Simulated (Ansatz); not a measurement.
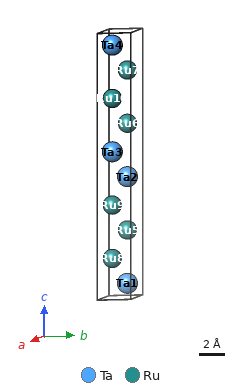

This is the input geometry for a relaxation of a crystal of Ta$_{2}$Ru$_{3}$ (a generated structure, set up in P6_3/mmc) (coarse preliminary run). The picture is a spheres-only view of the cell of the calculation, seen slightly off an axis.

Theory: Ansatz, DFT PBE, scalar-relativistic, plane waves, PAW.

Input file:
```yaml
crystal:
  lattice:
    - [2.78148433, 0.0, 0.0]
    - [-1.39074217, 2.40883609, 0.0]
    - [0.0, 0.0, 21.97840422]
  atoms:
    - { symbol: Ta, position: [0.33333333, 0.66666667, 0.05] }
    - { symbol: Ta, position: [0.33333333, 0.66666667, 0.45] }
    - { symbol: Ta, position: [0.66666667, 0.33333333, 0.55] }
    - { symbol: Ta, position: [0.66666667, 0.33333333, 0.95] }
    - { symbol: Ru, position: [0.33333333, 0.66666667, 0.25] }
    - { symbol: Ru, position: [0.33333333, 0.66666667, 0.65] }
    - { symbol: Ru, position: [0.33333333, 0.66666667, 0.85] }
    - { symbol: Ru, position: [0.66666667, 0.33333333, 0.15] }
    - { symbol: Ru, position: [0.66666667, 0.33333333, 0.35] }
    - { symbol: Ru, position: [0.66666667, 0.33333333, 0.75] }
basis:
  ecutwfc: 420
kpoints:
  mp_grid: { grid: [6, 6, 1] }
hamiltonian:
  xc: pbe
scf:
  occupations: { method: gaussian, width: 0.1 }
  lower_state_search: "off"
output:
  forces: true
  stress: true
  eigenvalues: true
relax:
  adjacent_minimum: "off"
  f_tol: 0.04
  max_steps: 70
  cell: { stress_tol: 0.4 }
```

Run as
```bash
ansatz run input.yaml --threads 1 --pin off --max-ram 2560MiB --backend cpu --events-out ev --progress --plain --runs-dir out
```

**What does the optimiser find from here?**

The largest moves relative to the cell, 0.20 Å, are those of Ru6, Ru7, Ru8 and Ru9. Ru7 goes along −c. By element the largest moves are Ru 0.20 Å, Ta 0.16 Å. The volume changes by +6.4 %, with a = b 2.781 → 2.804 Å (+0.8 %), c 21.978 → 23.011 Å (+4.7 %). Some distances before and after: Ta1–Ta4 2.722 → 3.082 Å, Ta1–Ru8 2.722 → 2.845 Å, Ru5–Ru8 2.722 → 2.653 Å, Ru10–Ru10 2.781 → 2.804 Å. The space group stays P6_3/mmc (No. 194). After 5 accepted moves (7 points after the start) the energy has fallen by 186 meV per atom. The largest force component goes from 3.2 to 0.00026 eV/Å. The pressure goes from 18.64 to 0.02 GPa. The line search rejected the trial step at point 2 of the run. At 1 point the geometry stayed and the basis and grid were re-selected for the new cell (energy shift of 0.5 meV per atom at most each time). The run took 86 s on 1 thread of Intel(R) Xeon(R) Processor @ 2.50GHz (Skylake/Cascade Lake) (shared host), peak memory 0.5 GiB.

The structure at the end:

```
Ta Ru
1.0
     2.80396    0.00000    0.00000
    -1.40198    2.42830    0.00000
     0.00000    0.00000   23.01137
Ta Ru
4 6
Direct
  0.33333 0.66667 0.05699
  0.33333 0.66667 0.44301
  0.66667 0.33333 0.55699
  0.66667 0.33333 0.94301
  0.33333 0.66667 0.25000
  0.33333 0.66667 0.65866
  0.33333 0.66667 0.84134
  0.66667 0.33333 0.15866
  0.66667 0.33333 0.34134
  0.66667 0.33333 0.75000
```

After the run, drawn alike:

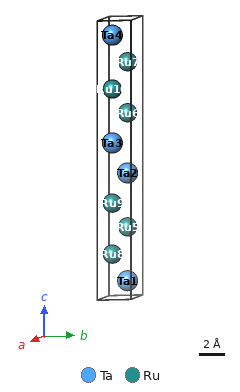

Limits of the set-up: the k-point mesh is coarse for a cell with partly filled bands.
